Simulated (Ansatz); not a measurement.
# B3LYP/def2-TZVPP run of BHF2 (SMILES FBF)

What is the electronic atomisation energy of BHF2 at B3LYP/def2-TZVPP? 

The results are computed with Ansatz 0.2.0.

46 further runs of the same task are left out: 46 set aside as unsound or not needed.

### Step 1. The molecule

BHF2: 4 atoms, total charge 0, spin state singlet. As SMILES, `FBF`. Geometry: relaxed at PBE0-D4/def2-TZVP.

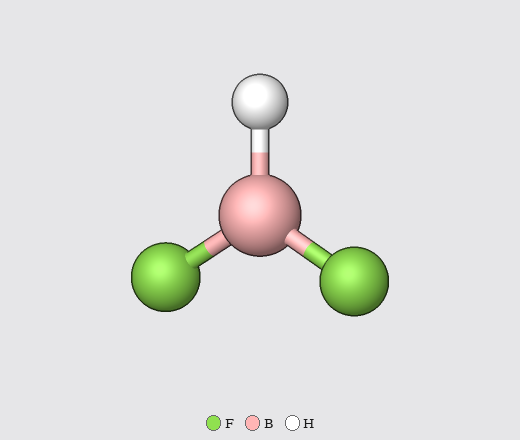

The structure, seen from a chosen angle (fluorine green, boron pink, hydrogen white).

### Step 2. A single-point energy at B3LYP/def2-TZVPP

run.yaml

```yaml
crystal:
  periodic: [false, false, false]
  atoms:
    - symbol: F
      position_ang: [1.154300, 0.456900, -0.361900]
    - symbol: B
      position_ang: [-0.001900, -0.031000, 0.025200]
    - symbol: F
      position_ang: [-1.095400, 0.528700, -0.438900]
    - symbol: H
      position_ang: [-0.057000, -0.954600, 0.775600]
basis:
  gaussian: {orbitals: def2-TZVPP}
hamiltonian: {xc: {name: B3LYP}}
accuracy: high
output: {orbitals: {seedname: orbitals}}
```

Command:

```
$ ansatz run run.yaml --threads 1 --pin off --max-ram 3480MiB --events-out events.jsonl --progress --plain --runs-dir runs
```

What it wrote:

```text
Warning: RAYON_NUM_THREADS=1 ignored (pool sized by the plan → 1); use --threads N
Functional definition: B3LYP
  name "B3LYP"
  parameter a0 = 0.2
  parameter ax = 0.72
  parameter ac = 0.81
  exchange = (1 - a0 - ax)*slater_x + ax*b88_x + a0*exact_x
  correlation = (1 - ac)*vwn_rpa_c + ac*lyp_c
1729 factors; integrals over basis functions are off by at most 3.4e-9 eV
mean field evaluation 1: about -6130.2768 eV, gradient 3.9e1 eV
mean field evaluation 2: about -6127.8970 eV, gradient 5.9e1 eV
mean field evaluation 4: about -6132.2787 eV, gradient 5.9e-1 eV
mean field evaluation 8: about -6132.2770 eV, gradient 7.2e-3 eV
mean field evaluation 16: about -6132.2770 eV, gradient 1.3e-7 eV
mean field -6132.27696778 eV, -225.3570219594 hartree, gradient 2.5e-8 eV, S^2 0.000000; 0 other end points of the search recorded, 0 dependent functions left out
reference -6132.27700039 eV, -225.3570231576 hartree; 12, 12 occupied and 95, 95 virtual orbitals, 1729 factors
Total energy: -6132.27700039 eV, -225.3570231576 hartree
```

Run time: 4.8 s. Hardware: 1 thread of Intel Xeon Platinum 8175M at 2.50GHz (Skylake/Cascade Lake), shared host; peak memory 0.26 GiB.

### Step 3. The B atom

job.yaml

```yaml
crystal:
  periodic: [false, false, false]
  atoms:
    - {symbol: B, position_ang: [0.000000, 0.000000, 0.000000]}
basis:
  gaussian:
    orbitals: def2-TZVPP
magnetization:
  spin_polarized: true
  initial_magnetization: 1
hamiltonian:
  xc: {name: B3LYP}
accuracy: high
```

Run the same way, it converges to -24.66392 Eh (log not shown).

### Step 4. The F atom at the same level

run.yaml

```yaml
crystal:
  periodic: [false, false, false]
  atoms:
    - {symbol: F, position_ang: [0.000000, 0.000000, 0.000000]}
basis:
  gaussian:
    orbitals: def2-TZVPP
magnetization:
  spin_polarized: true
  initial_magnetization: 1
hamiltonian:
  xc: {name: B3LYP}
accuracy: high
```

Run the same way, it converges to -99.77015 Eh (log not shown).

### Step 5. The H atom, same level

job.yaml

```yaml
basis:
  gaussian:
    orbitals: def2-TZVPP
crystal:
  periodic: [false, false, false]
  atoms:
    - {symbol: H, position_ang: [0.000000, 0.000000, 0.000000]}
magnetization:
  spin_polarized: true
  initial_magnetization: 1
hamiltonian:
  xc: {name: B3LYP}
accuracy: high
```

Run the same way, it converges to -0.50215 Eh (log not shown).

### Step 6. What came out

Level: B3LYP/def2-TZVPP.

| quantity | value |
| --- | --- |
| molecule: total energy | -225.35702 Eh |
| molecule: HOMO energy | -10.64 eV |
| molecule: LUMO energy | -0.63 eV |
| molecule: HOMO–LUMO gap | 10.01 eV |
| B atom: total energy | -24.66392 Eh |
| B atom: ⟨S²⟩ | 0.753 |
| F atom: total energy | -99.77015 Eh |
| F atom: ⟨S²⟩ | 0.752 |
| H atom: total energy | -0.50215 Eh |
| H atom: ⟨S²⟩ | 0.750 |
| electronic atomisation energy | 17.705 eV |

In words: Taking the molecule apart into free atoms costs 17.71 eV (408 kcal/mol), before zero-point energy and without spin-orbit coupling.
